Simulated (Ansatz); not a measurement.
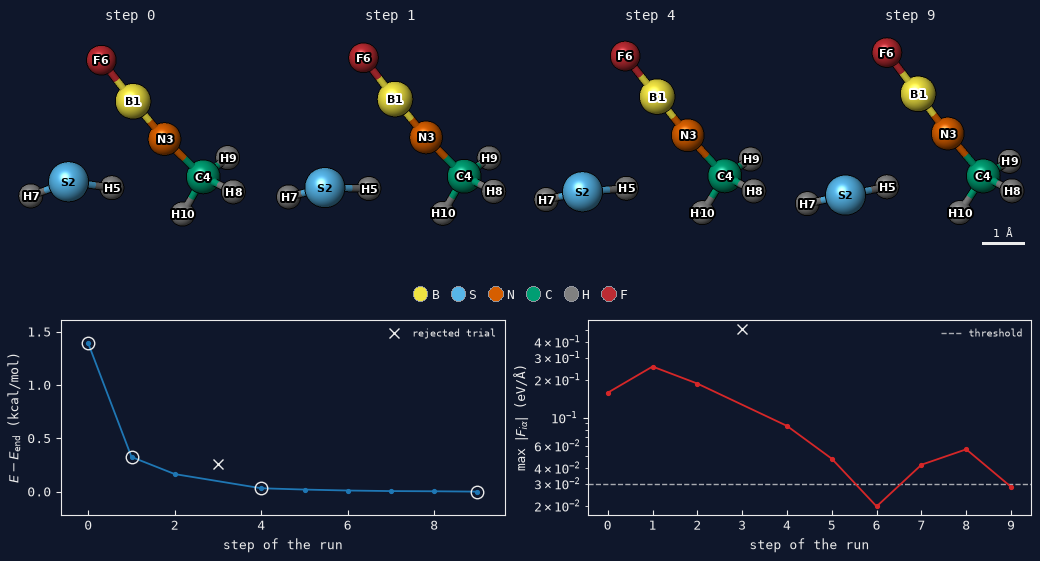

Frames of a relaxation of CH$_{5}$BFNS, marked on the history of the run. A ball-and-stick model, seen at a tilt.

The run prepares an end point of a later path (reaction) calculation, from a guessed geometry.

Method: Ansatz 0.2.0, RKS B3LYP/def2-SVP. Settings: no spin polarisation; force threshold 0.03 eV/Å; at most 50 steps.

### Describe the path.

The atom that moves furthest after the best rigid fit is S2 (0.35 Å). Largest moves by element: S 0.35 Å, F 0.25 Å, B 0.24 Å, H 0.22 Å, N 0.18 Å, C 0.02 Å. Bond angles that change, for instance: B1–N3–C4 172.9° → 176.1°, N3–B1–F6 177.1° → 179.7°. Over 8 accepted moves (9 points after the start) the energy falls by 1.39 kcal/mol. Largest force component: 0.16 eV/Å at the start, 0.028 eV/Å at the end. The line search rejected the trial step at point 3 of the run. The forces were under the threshold at step 6, but the run went on from there. From step 0 to 1: S2 moves most (0.19 Å), energy −1.07 kcal/mol. From step 1 to 4: S2 moves most (0.12 Å), energy −0.29 kcal/mol. From step 4 to 9: S2 moves most (0.11 Å), energy −0.03 kcal/mol.

```
step  E − E(0), kcal/mol  largest force component, eV/Å      note
   0                0.00                         0.1578          
   1               -1.07                         0.2546          
   2               -1.23                         0.1866          
   3               -1.14                         0.5089  rejected
   4               -1.36                         0.0861          
   5               -1.37                         0.0473          
   6               -1.38                         0.0198          
   7               -1.39                         0.0424          
   8               -1.39                         0.0561          
   9               -1.39                         0.0283
```

Limits of the set-up: the start holds two separate molecules, 2.3 Å apart at their closest, whose relative position is a soft coordinate and is computed without a dispersion correction.
